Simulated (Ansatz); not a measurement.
## Electronic structure of C12H16Hf (SMILES C[C]12[CH]3[CH]4[CH]5[CH]1[HfH2]45321678[CH]2[CH]1[CH]6[C]7(C)[CH]28) in real space

The calculation's input:

```
crystal:
  periodic: [false, false, false]
  atoms:
    - {symbol: C, position_ang: [-2.675696, -0.838286, 2.063149]}
    - {symbol: C, position_ang: [-2.252908, -0.049294, 0.870803]}
    - {symbol: C, position_ang: [-1.934727, -0.560361, -0.404862]}
    - {symbol: C, position_ang: [-1.639315, 0.525278, -1.267395]}
    - {symbol: C, position_ang: [-1.783974, 1.716634, -0.524865]}
    - {symbol: C, position_ang: [-2.140320, 1.359181, 0.792559]}
    - {symbol: Hf, position_ang: [0.181938, 0.473518, 0.392675]}
    - {symbol: C, position_ang: [1.166080, -1.781467, 0.236599]}
    - {symbol: C, position_ang: [2.042816, -1.053194, 1.069017]}
    - {symbol: C, position_ang: [2.642079, -0.046595, 0.282914]}
    - {symbol: C, position_ang: [2.170416, -0.161814, -1.046469]}
    - {symbol: C, position_ang: [2.600815, 0.661646, -2.212388]}
    - {symbol: C, position_ang: [1.252551, -1.232657, -1.067617]}
    - {symbol: H, position_ang: [-3.763455, -0.958098, 2.074901]}
    - {symbol: H, position_ang: [-2.235066, -1.836823, 2.059455]}
    - {symbol: H, position_ang: [-2.377402, -0.342895, 2.987129]}
    - {symbol: H, position_ang: [-1.932238, -1.606333, -0.677425]}
    - {symbol: H, position_ang: [-1.371902, 0.453873, -2.311727]}
    - {symbol: H, position_ang: [-1.623974, 2.718095, -0.891065]}
    - {symbol: H, position_ang: [-2.291603, 2.040359, 1.617611]}
    - {symbol: H, position_ang: [0.845834, 2.147929, -0.087161]}
    - {symbol: H, position_ang: [0.154385, 0.468346, 2.256238]}
    - {symbol: H, position_ang: [0.553740, -2.620060, 0.534960]}
    - {symbol: H, position_ang: [2.204504, -1.218837, 2.122102]}
    - {symbol: H, position_ang: [3.338408, 0.702688, 0.631160]}
    - {symbol: H, position_ang: [2.865642, 1.672706, -1.902284]}
    - {symbol: H, position_ang: [1.812010, 0.735348, -2.963375]}
    - {symbol: H, position_ang: [3.474277, 0.212040, -2.695024]}
    - {symbol: H, position_ang: [0.717076, -1.580919, -1.939625]}
basis:
  gaussian: {orbitals: def2-TZVPP}
hamiltonian: {xc: pbe0, dispersion: d4}
output: {orbitals: {seedname: orbitals}}
```

Launched as:

```sh
ansatz run in.yaml --threads 11 --pin off --events-out ev --progress --plain --max-ram 120832MiB --backend cuda --devices 0, --max-vram 75GiB
```

Geometry: PBE0-D4/def2-TZVP; core potentials replace the inner electrons of Hf.

These are results of RKS PBE0-D4/def2-TZVPP (Ansatz 0.2.0), not measurements.

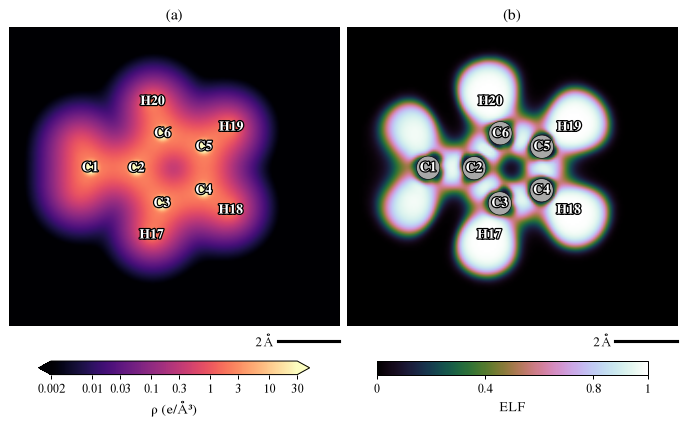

Figure 1. (a) electron density; (b) ELF on the plane of atoms C2, C3 and H17. Grey discs cover the atomic cores in the ELF map.

> Describe what can be read from this map.

The plane passes through C and H nuclei.
C–C (1.41 Å): ρ is about 2 e/Å³ halfway; the ELF peaks at about 0.95 between the atoms; localised, covalent bonding.
C–H (1.08 Å): ρ is about 2.1 e/Å³ halfway; the ELF climbs to about 1 towards the hydrogen, as it does in any bond to H: an ordinary covalent bond to hydrogen.
C–C (1.49 Å): the density is about 1.8 e/Å³ at the midpoint; the ELF peaks at about 0.95 between the atoms: a shared electron pair.

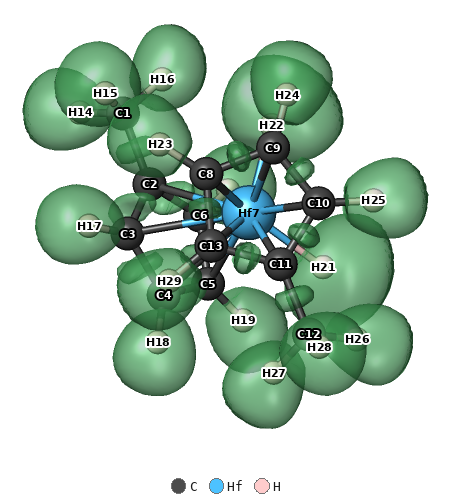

Figure 2. Isosurface of the ELF at 0.85 (green), seen at an oblique angle. Core shells and regions of very low density are left out.

> Identify the bonds, lone pairs and shells in this picture.

At this value the surface marks out twelve regions between bonded C–C atoms (shared pairs) and 16 regions around hydrogen nuclei. Profiles from the grid: C–Hf (2.46 Å): the ELF peaks at about 0.70 in the valence shell of C, 0.7 Å from its nucleus, and is about 0.20 at the midpoint.

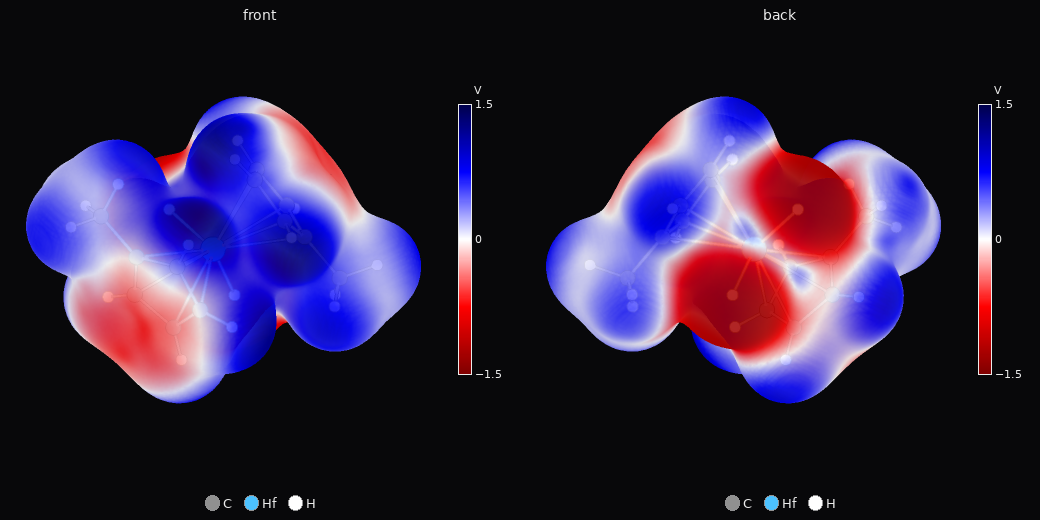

Figure 3. The molecular electrostatic potential painted on the density surface at 0.002 e/bohr³, seen from the front and from behind; red is negative and blue positive.

> Where is the surface potential most negative and most positive?

The most negative region (about −1.3 V) lies over H21 and H22, the most positive (about +1.2 V) over H17, H18, H23 and H29.
